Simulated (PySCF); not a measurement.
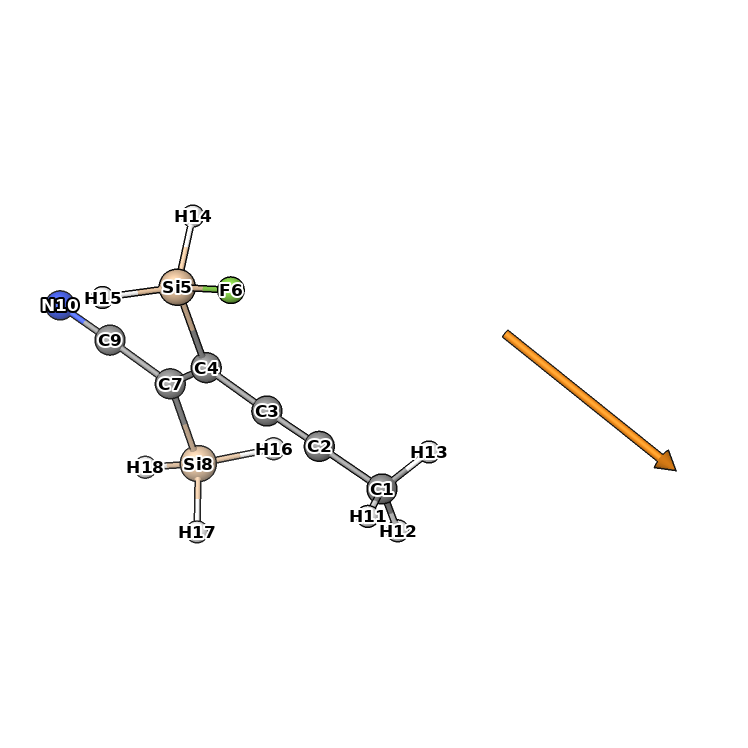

The arrow beside the molecule shows the direction of the dipole moment, from the negative to the positive end (its length means nothing). The computed structure is the end point of a GFN2-xTB optimisation. No frequency run is at hand to confirm it as a minimum. Method: PBE0/pcSseg-1, gas phase (PySCF 2.14.0).

How large is the dipole moment?

Answer. 4.75 D; it points from the side of N10 to the side of H12 (the outermost atoms at the two ends).

The geometry is semi-empirical. Around Si such bond lengths and angles can be off by a tenth of an ångström or more and by several degrees, and values that hang on the shape move with them.
